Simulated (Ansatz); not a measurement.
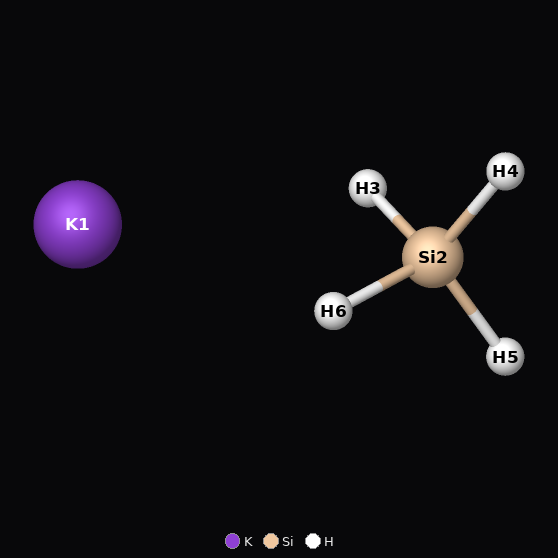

State: charge +1, singlet. Harmonic vibrations computed with RKS PBE0-D4/def2-TZVP (Ansatz 0.2.0) at a stationary point of the same level.

### Is this a minimum or a saddle point?

A first-order saddle point: one imaginary frequency, 120i cm⁻¹.

### How many vibrational modes are there, and where do they lie?

12 modes: 120i, 39, 107, 898, 902, 905, 952, 990, 2158, 2174, 2278, 2296 cm⁻¹.
